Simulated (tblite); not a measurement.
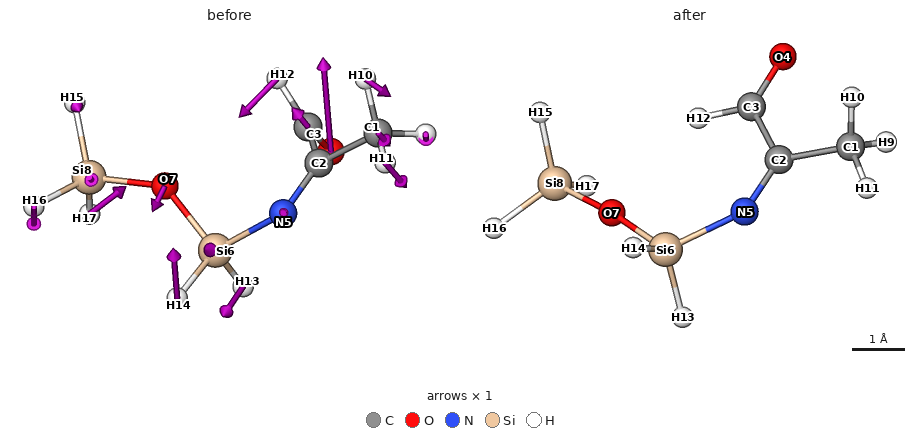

The structure of C3H9NO2Si2 before (left) and after (right) a relaxation, at one scale. The purple arrows give the displacements, at their true length.

The picture is a ball-and-stick view, seen from a free direction.

All numbers below come from GFN2-xTB geometry optimisation, gas phase in tblite. 

Question: What changed between the two?

Answer: The energy falls by 0.382 eV in 279 geometry steps. The largest move after the best rigid fit is that of O4, 2.08 Å. Largest moves by element: O 2.08 Å, H 1.33 Å, C 0.59 Å, Si 0.51 Å, N 0.18 Å. Among the contacts that change: O7–Si8 1.649 → 1.618 Å, N5–Si6 1.738 → 1.711 Å, C1–C2 1.520 → 1.493 Å, C2–N5 1.283 → 1.257 Å. Among the angles between lasting bonds that change: Si6–O7–Si8 136.9° → 174.4°, C2–N5–Si6 121.4° → 140.6°, N5–Si6–O7 106.4° → 118.2°. Groups turn about C2–C3 by about 95°, N5–Si6 by about 55°.
